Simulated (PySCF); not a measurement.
# CH₅ClSi: spin-spin couplings and electronic excitations at several levels of theory, part 2 of 2

PySCF 2.14.0. Atoms count from 0.

## Step 9: Excited states and response: PBE0/def2-SVPD

What the job is given:

```
{"job": {"kind": "uv", "xc": "PBE0", "basis": "def2-SVPD", "ip": true}, "charge": 0, "multiplicity": 1}
Si    -0.026184     0.736456     0.379981
C      1.860404     0.579860     0.382917
Cl     2.585997     2.067936     1.067586
H     -0.508362     0.924846     1.778183
H     -0.423998     1.902975    -0.458979
H     -0.620189    -0.513890    -0.188044
H      2.259223     0.446384    -0.633260
H      2.196336    -0.271051     0.993283
```

Method: TDDFT PBE0/def2-SVPD, vertical, gas phase, core orbitals frozen in the response.

Log:

```text
coarse grid: 7440 points
cycle   1  E = -790.1196521667  dE = -6.771e-02  |g| = 1.630e-01  |ddm| = 2.875e+00
cycle   2  E = -790.1236037623  dE = -3.952e-03  |g| = 1.242e-01  |ddm| = 4.958e-01
cycle   3  E = -790.1280717991  dE = -4.468e-03  |g| = 2.791e-02  |ddm| = 2.160e-01
cycle   4  E = -790.1282387208  dE = -1.669e-04  |g| = 1.356e-02  |ddm| = 4.408e-02
cycle   5  E = -790.1282857982  dE = -4.708e-05  |g| = 2.074e-03  |ddm| = 1.829e-02
cycle   6  E = -790.1282869969  dE = -1.199e-06  |g| = 4.345e-04  |ddm| = 4.490e-03
final grid: 61744 points
cycle   7  E = -790.2148307111  dE = -7.417e-06  |g| = 4.066e-03  |ddm| = 2.597e-02
cycle   8  E = -790.2148280495  dE =  2.662e-06  |g| = 5.160e-03  |ddm| = 1.140e-02
cycle   9  E = -790.2148350967  dE = -7.047e-06  |g| = 5.332e-04  |ddm| = 6.379e-03
cycle  10  E = -790.2148351779  dE = -8.127e-08  |g| = 4.627e-05  |ddm| = 7.704e-04
cycle  11  E = -790.2148351785  dE = -6.022e-10  |g| = 1.653e-05  |ddm| = 1.103e-04
converged SCF energy = -790.2148351785

Static polarisability (au): isotropic 56.027, principal 48.971 52.376 66.734

Singlet excitations
state   eV       nm        f      main configurations
  1   6.6658    186.0   0.02351   H->L 0.91
  2   7.0604    175.6   0.00198   H-1->L 0.89, H-1->L+1 0.09
  3   7.4183    167.1   0.00790   H->L+1 0.88
  4   7.8552    157.8   0.00999   H-1->L+1 0.86, H-1->L 0.09
  5   8.0561    153.9   0.03775   H->L+2 0.87
  6   8.2996    149.4   0.00083   H->L+3 0.91
  7   8.4672    146.4   0.01134   H-2->L 0.86
  8   8.4718    146.3   0.01144   H-3->L 0.89
  9   8.5369    145.2   0.00218   H-1->L+2 0.90
 10   8.5385    145.2   0.06560   H->L+4 0.86

Triplet excitations (Tamm-Dancoff, eV): 5.9577 6.3723 7.1311 7.6770
Vertical ionisation energy (delta-SCF) = 10.5423 eV
```

Wall time 26 s (1 thread of Intel Xeon Platinum 8259CL at 2.50GHz, shared host); peak memory 0.51 GiB.

In short: HOMO -8.24 eV, LUMO -0.08 eV; lowest singlet 6.67 eV.

## Step 10: Excited states and response: BHandHLYP/def2-SVPD

Settings changed since step 9:

```diff
@@ -1,2 +1,2 @@
-{"job": {"kind": "uv", "xc": "PBE0", "basis": "def2-SVPD", "ip": true}, "charge": 0, "multiplicity": 1}
+{"job": {"kind": "uv", "xc": "BHandHLYP", "basis": "def2-SVPD", "ip": true}, "charge": 0, "multiplicity": 1}
 Si    -0.026184     0.736456     0.379981
```

Method: TDDFT BHandHLYP/def2-SVPD, vertical, gas phase, core orbitals frozen in the response.

Log:

```text
coarse grid: 7440 points
cycle   1  E = -790.4385508977  dE = -5.738e-02  |g| = 2.092e-01  |ddm| = 2.786e+00
cycle   2  E = -790.4475043058  dE = -8.953e-03  |g| = 1.617e-01  |ddm| = 5.916e-01
cycle   3  E = -790.4545523237  dE = -7.048e-03  |g| = 3.342e-02  |ddm| = 2.456e-01
cycle   4  E = -790.4548664341  dE = -3.141e-04  |g| = 1.067e-02  |ddm| = 6.314e-02
cycle   5  E = -790.4548978155  dE = -3.138e-05  |g| = 1.381e-03  |ddm| = 1.942e-02
cycle   6  E = -790.4548984247  dE = -6.092e-07  |g| = 3.716e-04  |ddm| = 3.202e-03
final grid: 61744 points
cycle   7  E = -790.5128858707  dE = -4.222e-06  |g| = 1.427e-03  |ddm| = 1.962e-02
cycle   8  E = -790.5128858731  dE = -2.420e-09  |g| = 1.447e-03  |ddm| = 3.594e-03
cycle   9  E = -790.5128864216  dE = -5.485e-07  |g| = 7.856e-05  |ddm| = 1.668e-03
cycle  10  E = -790.5128864240  dE = -2.306e-09  |g| = 3.171e-05  |ddm| = 1.856e-04
cycle  11  E = -790.5128864243  dE = -3.438e-10  |g| = 5.721e-06  |ddm| = 5.966e-05
converged SCF energy = -790.5128864243

Static polarisability (au): isotropic 54.482, principal 47.803 51.015 64.627

Singlet excitations
state   eV       nm        f      main configurations
  1   6.9967    177.2   0.02272   H->L 0.58, H->L+1 0.20, H->L+2 0.11
  2   7.4151    167.2   0.00253   H-1->L 0.53, H-1->L+1 0.24, H-1->L+2 0.11
  3   7.9102    156.7   0.00835   H->L+2 0.36, H->L 0.34, H->L+1 0.27
  4   8.4115    147.4   0.01373   H-1->L 0.35, H-1->L+2 0.34, H-1->L+1 0.26
  5   8.7208    142.2   0.04603   H->L+2 0.43, H->L+1 0.37
  6   8.9928    137.9   0.00549   H->L+3 0.66, H-2->L 0.19
  7   9.0166    137.5   0.01591   H-3->L 0.73, H->L+4 0.08
  8   9.0969    136.3   0.00382   H-2->L 0.52, H->L+3 0.26
  9   9.2175    134.5   0.07739   H->L+5 0.64, H->L+4 0.14, H->L+1 0.11
 10   9.2709    133.7   0.02001   H->L+6 0.67

Triplet excitations (Tamm-Dancoff, eV): 6.2721 6.6925 7.6329 8.1961
Vertical ionisation energy (delta-SCF) = 10.6543 eV
```

Run time: 28 s. Hardware: 1 thread of Intel Xeon Platinum 8259CL at 2.50GHz, shared host; peak memory 0.51 GiB.

Key values: HOMO -9.46 eV, LUMO 0.70 eV; lowest singlet 7.00 eV.

## Step 11: Ultraviolet spectrum: CAM-B3LYP/def2-SVPD

Settings changed since step 10:

```diff
@@ -1,2 +1,2 @@
-{"job": {"kind": "uv", "xc": "BHandHLYP", "basis": "def2-SVPD", "ip": true}, "charge": 0, "multiplicity": 1}
+{"job": {"kind": "uv", "xc": "CAM-B3LYP", "basis": "def2-SVPD", "ip": true}, "charge": 0, "multiplicity": 1}
 Si    -0.026184     0.736456     0.379981
```

With the program's defaults for keys left out, this is: TDDFT CAM-B3LYP/def2-SVPD, vertical, gas phase, core orbitals frozen in the response.

Log:

```text
coarse grid: 7440 points
cycle   1  E = -790.4234193261  dE = -5.819e-02  |g| = 2.131e-01  |ddm| = 2.827e+00
cycle   2  E = -790.4313328628  dE = -7.914e-03  |g| = 1.752e-01  |ddm| = 5.825e-01
cycle   3  E = -790.4394141842  dE = -8.081e-03  |g| = 3.360e-02  |ddm| = 2.489e-01
cycle   4  E = -790.4397128627  dE = -2.987e-04  |g| = 1.174e-02  |ddm| = 6.203e-02
cycle   5  E = -790.4397503390  dE = -3.748e-05  |g| = 1.709e-03  |ddm| = 2.216e-02
cycle   6  E = -790.4397512815  dE = -9.425e-07  |g| = 4.632e-04  |ddm| = 4.208e-03
final grid: 61744 points
cycle   7  E = -790.5310592310  dE = -6.918e-06  |g| = 1.734e-03  |ddm| = 1.864e-02
cycle   8  E = -790.5310591359  dE =  9.516e-08  |g| = 1.863e-03  |ddm| = 4.232e-03
cycle   9  E = -790.5310600191  dE = -8.832e-07  |g| = 8.979e-05  |ddm| = 2.038e-03
cycle  10  E = -790.5310600221  dE = -3.042e-09  |g| = 3.507e-05  |ddm| = 2.085e-04
cycle  11  E = -790.5310600225  dE = -4.210e-10  |g| = 6.487e-06  |ddm| = 6.573e-05
converged SCF energy = -790.5310600225

Static polarisability (au): isotropic 55.675, principal 48.897 52.160 65.968

Singlet excitations
state   eV       nm        f      main configurations
  1   6.7839    182.8   0.02018   H->L 0.64, H->L+1 0.20
  2   7.1714    172.9   0.00258   H-1->L 0.58, H-1->L+1 0.25
  3   7.6198    162.7   0.00832   H->L+1 0.37, H->L+2 0.31, H->L 0.28
  4   8.0854    153.3   0.01329   H-1->L+1 0.34, H-1->L 0.31, H-1->L+2 0.30
  5   8.4624    146.5   0.02840   H->L+2 0.47, H->L+1 0.27, H->L+4 0.13
  6   8.7071    142.4   0.00620   H->L+3 0.53, H-2->L 0.30
  7   8.7321    142.0   0.01274   H-3->L 0.75
  8   8.8058    140.8   0.00288   H-2->L 0.43, H->L+3 0.40
  9   8.9406    138.7   0.05740   H->L+5 0.68, H->L+1 0.10
 10   8.9717    138.2   0.01574   H->L+6 0.75

Triplet excitations (Tamm-Dancoff, eV): 6.0883 6.4783 7.3649 7.8932
Vertical ionisation energy (delta-SCF) = 10.6843 eV
```

It took 31 s on 1 thread of Intel Xeon Platinum 8259CL at 2.50GHz, shared host; peak memory 0.52 GiB.

This run: HOMO -9.60 eV, LUMO 0.84 eV; lowest singlet 6.78 eV.

## Step 12: Comparing the runs: spin-spin couplings

Couplings (Hz), each a mean over the pairs like the one named, with basis size and wall time:

| run | Si0–H3 | C1–H6 | Si0–C1 | H6–H7 | C1–H3 | H3–H4 | Si0–H6 | functions | time |
| --- | --- | --- | --- | --- | --- | --- | --- | --- | --- |
| B3LYP/def2-TZVP | -171.3 | 142.0 | -48.4 | -12.4 | 6.9 | 5.8 | 3.5 | 135 | 16 s |
| B3LYP/cc-pVTZ | -158.9 | 133.7 | -44.1 | -11.7 | 6.1 | 5.2 | 3.1 | 168 | 18 s |
| B3LYP/6-31G* | -186.2 | 154.1 | -59.1 | -15.3 | 5.1 | 4.3 | 3.6 | 60 | 6.2 s |

## Step 13: Run by run: electronic excitations

Excitations and ground-state properties, with basis size and wall time:

| run | lowest singlet (eV) | brightest (eV) | f | gap (eV) | α (Å³) | μ (D) | functions | time |
| --- | --- | --- | --- | --- | --- | --- | --- | --- |
| HF/def2-SVPD | 7.66 | 10.25 | 0.108 | 13.74 | 7.78 | 1.95 | 111 | 4.6 s |
| LDA/def2-SVPD | 6.12 | 7.13 | 0.036 | 5.83 | 8.79 | 1.67 | 111 | 21 s |
| PBE/def2-SVPD | 6.16 | 7.14 | 0.036 | 5.90 | 8.62 | 1.65 | 111 | 29 s |
| B3LYP/def2-SVPD | 6.53 | 8.32 | 0.063 | 7.66 | 8.37 | 1.72 | 111 | 24 s |
| PBE0/def2-SVPD | 6.67 | 8.54 | 0.066 | 8.16 | 8.30 | 1.74 | 111 | 26 s |
| BHandHLYP/def2-SVPD | 7.00 | 9.22 | 0.077 | 10.16 | 8.07 | 1.82 | 111 | 28 s |
| CAM-B3LYP/def2-SVPD | 6.78 | 8.94 | 0.057 | 10.44 | 8.25 | 1.77 | 111 | 31 s |

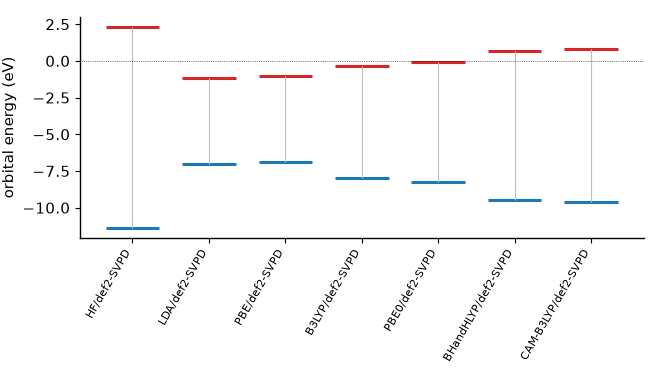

HOMO (blue) and LUMO (red) run by run.

## Step 14: Summary of results

What follows sums up all 2 parts.

```
                                       quantity                          value
largest coupling of the table (B3LYP/def2-TZVP)     ¹J(Si,H) Si0–H3, -171.3 Hz
                  lowest singlet (HF/def2-SVPD)    7.66 eV (162 nm), f = 0.025
       brightest single state of those computed  state 10, 10.25 eV, f = 0.108
                                 lowest triplet                        6.78 eV
              vertical ionisation energy (ΔSCF)                       10.04 eV
       range of J(Si0,H3), mean over like pairs            -186.2 to -158.9 Hz
                    range of the lowest singlet                6.12 to 7.66 eV
```

Single values in the summary come from the first run of each kind that ended normally (B3LYP/def2-TZVP; HF/def2-SVPD), which need not be the best level. Of the pairs tabulated at B3LYP/def2-TZVP, Si0–H3 (mean over like pairs) couples most strongly (-171.3 Hz; Fermi contact -171.5 Hz). The first singlet state (HOMO→LUMO+1 0.28, HOMO→LUMO+2 0.24) lies at 7.66 eV and is weak; of the 10 states computed, the strongest absorption comes from state 10 at 10.25 eV (the last computed, so partners may be missing). The lowest triplet lies 0.89 eV below the lowest singlet (triplets in Tamm-Dancoff, singlets in full TDDFT). At HF/def2-SVPD, the highest states lie near or above the ionisation energy, where they hang on the basis. The orbital energy would give 11.40 eV for ionisation, ΔSCF gives 10.04 eV. The coupling Si0–H3, as a mean over pairs of its kind, runs from -186.2 Hz (B3LYP/6-31G*) to -158.9 Hz (B3LYP/cc-pVTZ). The lowest singlet runs from 6.12 eV (LDA/def2-SVPD) to 7.66 eV (HF/def2-SVPD), while the orbital gap spans 5.83 to 13.74 eV: the excitation energy moves far less from run to run than the orbital gap does. The lowest state need not be the same one in every run. The runs solved for a few states only, so the brightest column depends on that window. Couplings from bases without tight functions are rough.
